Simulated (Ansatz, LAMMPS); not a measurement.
# Gap against volume in amorphous polyethylene with carbon dioxide (capped chains of 6 units), from a frame at 480 K, (106 atoms)

Density of this cell: 1.00 g/cm³. The cell holds 106 atoms: 34 C, 60 H and 12 O. Cell: a = 9.990 Å, b = 10.555 Å, c = 10.563 Å, α = 86.2°, β = 85.4°, γ = 98.1°. The starting structure: 2 polyethylene chains of 6 units with methyl end groups, 6 carbon dioxide placed at random, at 0.819 g/cm³; overlaps pushed apart, then 20 ps at 800 K with MMFF94 bonds, angles, torsions, charges and radii (Halgren, J. Comput. Chem. 17, 490 (1996)) in harmonic and 12-6 forms. Snapshot after 30 ps at 480 K and fixed volume.

Calculated with Ansatz 0.2.0: Kohn-Sham DFT, PBE+D3(BJ), PAW (set soft_2), plane waves; cutoff 420 eV, Γ point, fixed occupations. The relaxed cell was scaled evenly and the atoms were relaxed at each volume. The gap is that between the highest filled and the lowest empty Kohn-Sham level on the run's k-points.

| volume (Å³/atom) | gap (eV) |
| --- | --- |
| 9.3046 | 5.739 |
| 9.7181 | 5.736 |
| 10.028 | 5.710 |
| 10.338 | 5.675 |
| 10.649 | ? |
| 10.959 | 5.610 |

Task: Fit a straight line in ln V to the rows given and interpolate to the withheld row.

Worked fit:

A volume deformation potential makes the spacing linear in u = ln(V/V0), with V0 = 10.338 Å³ the relaxed volume; v is the spacing.

| u = ln(V/V0) | v (eV) |
| --- | --- |
| -0.105360 | 5.7395 |
| -0.0618752 | 5.7364 |
| -0.0304591 | 5.7102 |
| 0 | 5.6754 |
| 0.0582682 | 5.6097 |

With n = 5: mean u = -0.0278853, mean v = 5.69424, Σ(u − ū)² = 0.015364, Σ(u − ū)(v − v̄) = -0.012789. Slope b = -0.012789 / 0.015364 = -0.83241; intercept a = v̄ − b ū = 5.6710.

At the withheld volume u = 0.02956, and v = a + b u.

Prediction at 10.649: 5.646 eV. The run gave 5.642 eV, so the fit is high by 0.0045 eV (0.080 % of the value).

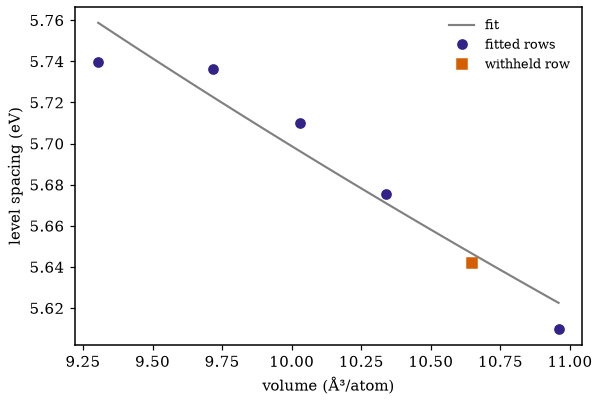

The fit, the rows that it rests on and the withheld row.

The rows follow a line only loosely (correlation 0.97 in size over all rows, under the 0.97 asked here), so the slope of -0.83 eV is a mean trend and no deformation potential. Among the rows given, the largest miss of the fit is at 9.3046, by 0.019 eV (15 % of the range of the table).

Limits: The table spans 16 % in volume, wide for a linear law. Semilocal functionals tend to put gaps under measured ones. Only the Γ point is sampled. Atoms move by up to 0.6 Å in these relaxations, so the structure changes along the series. Defect or tail levels can set the spacing of a disordered cell.

[Hosts, paths, dates, database ids (printed as entryN), source tags and the programs' standing remarks are cut or masked in the printed files.]

[The MMFF94 radii named for the starting cell were scaled by 0.96; in molecules described by MMFF94, hydrogen bound to N, O or S took a small fixed 12-6 site in their place.]
